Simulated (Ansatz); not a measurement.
The parent structure is GaSb in the zinc blende structure (space group F-43m, No. 216; a = 6.213 Å).

The change: a hydrostatic pressure of 9 GPa.

Level of theory: PBE, PAW, 420 eV (Ansatz, a quantum-chemistry and plane-wave program; without spin-orbit coupling).

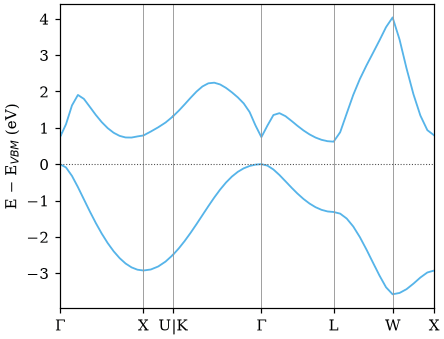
Figure. Highest valence and lowest conduction band along the path of the changed cell's own zone

**Question.** Read the changed gap and its character from the plot.

**Answer.** About 0.6 eV, indirect, Γ → L.

With Sb present, leaving out spin-orbit coupling can change the band edges. Load acts through the strain it causes; cell and atoms are relaxed under it. Whether these cells are dynamically stable was not tested. Tetrahedral semiconductors of this kind turn to denser phases somewhere between about 1 and 50 GPa; those were not computed, so compressed cells here can lie past the real transition. The final runs are not spin-polarised.
